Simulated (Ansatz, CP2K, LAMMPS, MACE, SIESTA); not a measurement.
# Amorphous 59Ga2O3-41P2O5 (mol %) (64 atoms): atom by atom

64 atoms (13 Fe, 9 P, 42 O) placed at random at 3.33 g/cm³, melted at 5000 K for 10 ps at fixed volume with the Morse and Coulomb pair potential with partial charges (Pedone, Malavasi, Menziani, Cormack and Segre, J. Phys. Chem. B 110, 11780 (2006)). Quenched from 5000 K to 300 K at 100 K/ps and fixed volume, held 10 ps at zero pressure, then minimised at fixed cell. Then Fe was replaced by Ga and the cell scaled by 1.005 (the potential has no terms for the new elements, so the cell is a start for a DFT relaxation).

Geometry: the geometry as built. Computed with MACE MP-0b2 small: machine-learned interatomic potential MACE MP-0b2 small, trained on PBE(+U) plane-wave data; published weights, no electronic structure; density 3.83 g/cm³.

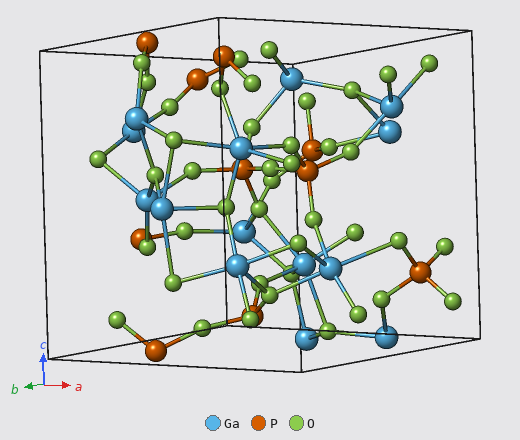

The structure (gallium blue, phosphorus orange, oxygen green). Some periodic images of atoms are drawn too.

Extended XYZ; positions in Å, forces in eV/Å:

```xyz
64
Lattice="9.303 0.000 0.000 0.000 9.303 0.000 0.000 0.000 9.303" Properties=species:S:1:pos:R:3:forces:R:3 pbc="T T T"
Ga 8.608 3.879 0.439 1.061 -0.654 0.850
Ga 6.674 8.375 4.030 0.451 -0.462 -0.525
Ga 0.023 4.414 6.728 0.157 0.975 -0.030
Ga 5.051 1.669 2.125 0.616 -0.494 -0.089
Ga 7.731 2.045 7.168 -0.231 -0.016 0.361
Ga 2.117 2.351 2.149 -1.382 0.746 -0.575
Ga 2.127 2.009 5.663 0.372 0.409 0.696
Ga 6.887 5.614 2.749 0.614 -0.354 0.141
Ga 0.196 3.474 3.912 -0.585 0.273 -1.248
Ga 1.787 6.458 4.568 -0.108 0.059 0.964
Ga 2.696 8.340 6.899 0.108 0.155 1.326
Ga 6.650 5.648 8.341 -0.711 -0.219 0.259
Ga 8.302 7.586 0.780 -0.210 0.504 0.347
P 3.287 8.935 3.721 1.879 -0.491 0.975
P 4.979 5.984 5.593 0.951 -0.002 0.085
P 4.252 4.650 0.979 2.447 1.078 -0.173
P 5.196 2.914 5.205 -0.448 -1.633 -0.003
P 1.412 1.764 8.377 0.670 1.095 -0.035
P 8.065 1.264 2.089 1.076 -0.201 -0.688
P 8.696 7.552 6.487 -0.454 -1.461 1.416
P 5.627 9.084 8.661 -0.086 0.738 -0.533
P 1.686 6.089 9.274 -1.034 1.319 -1.969
O 3.563 6.578 5.541 -1.074 0.106 0.328
O 5.230 0.555 0.623 -0.886 1.011 1.648
O 5.610 6.326 6.913 -0.012 0.040 1.095
O 0.829 6.845 0.955 -0.120 0.524 1.280
O 5.895 6.457 4.477 0.423 0.408 -1.082
O 8.696 7.775 7.990 0.128 1.283 0.564
O 7.660 7.374 2.704 -0.793 -0.483 0.062
O 8.260 6.085 6.409 -0.816 -2.013 -0.192
O 8.458 0.182 1.112 0.711 -1.406 -1.193
O 0.764 5.105 8.522 -0.447 -1.540 -0.443
O 5.052 5.352 2.062 -0.223 0.735 1.144
O 2.292 6.997 8.213 0.913 0.597 -0.599
O 5.189 2.675 3.712 0.090 0.262 -1.366
O 4.415 8.853 7.750 -0.902 -0.284 -0.554
O 4.914 4.440 5.444 -0.592 0.073 -0.075
O 2.597 0.076 5.016 -1.123 0.740 2.406
O 3.902 3.242 1.439 -0.924 -2.272 0.518
O 9.253 1.635 2.962 1.110 0.141 0.970
O 6.918 0.724 2.942 -2.387 -0.493 1.615
O 4.770 8.772 4.015 1.099 -0.155 -0.029
O 7.480 2.498 1.389 -0.905 1.004 -0.886
O 6.518 2.518 5.803 0.707 0.045 0.347
O 6.651 0.663 7.941 1.045 0.839 -0.921
O 3.243 0.756 2.707 -0.038 1.402 -2.012
O 1.585 0.573 7.446 0.367 -2.142 -1.380
O 2.915 5.379 0.636 -0.342 -0.026 0.902
O 9.260 2.180 8.551 -2.599 -0.131 -0.063
O 6.260 7.765 9.159 0.806 -1.423 0.193
O 7.799 8.441 5.640 -1.153 1.074 -1.064
O 2.117 2.859 3.973 -0.777 -0.111 -0.170
O 4.065 2.146 5.851 -0.591 -0.026 0.658
O 2.044 2.898 7.568 1.101 0.894 -1.268
O 7.679 3.990 7.871 0.500 -0.233 0.215
O 0.048 2.553 5.879 -0.554 0.769 -0.061
O 0.764 3.801 1.736 0.206 -0.253 0.331
O 2.585 7.650 3.317 -1.036 -1.236 -0.976
O 1.965 1.547 0.439 1.171 -0.765 1.464
O 7.636 5.534 0.760 -0.299 0.581 -0.698
O 5.119 4.622 9.046 0.317 -0.156 -1.408
O 7.899 4.359 3.626 -0.410 0.289 -0.070
O 1.015 4.921 5.119 0.368 0.084 -0.078
O 0.808 7.562 5.882 2.788 0.879 -0.708
```

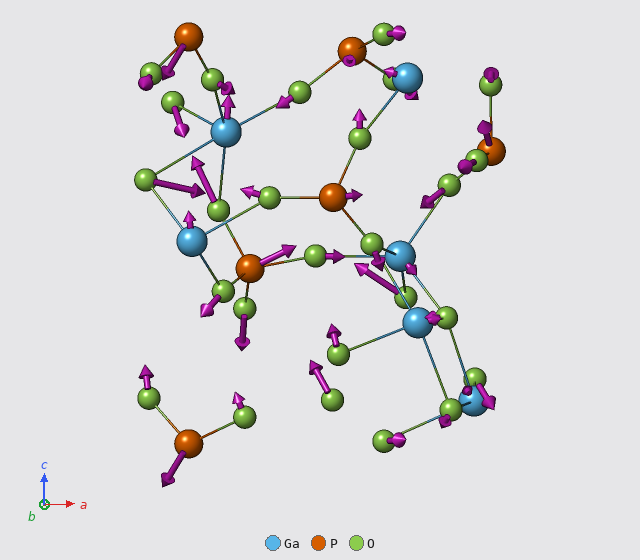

The forces as arrows, the longest 3.01 eV/Å. Drawn is a stretch of 8 Å of the 9 Å that the cell measures along a and a slice 5 Å thick, seen along the normal of the ac plane. Bonds to atoms that aren't drawn are left out.

The quench rate of 100 K/ps is many orders above laboratory rates, so the cell is likely richer in defects and strain than a real sample. The network of bonds at the start is that of the classical potential that made the cell, and needn't be the one that DFT or experiment would give.

The r.m.s. force component is 0.919 eV/Å; the longest force, 3.01 eV/Å, acts on O64.

[Logs are printed without paths, hosts, clocks, repeated set-up lines and the standing remarks that a program may print on its own settings, such as how far it seeks lower states.]

[Hosts, paths, dates, database ids (printed as entryN), source tags and the programs' standing remarks are cut or masked in the printed files.]
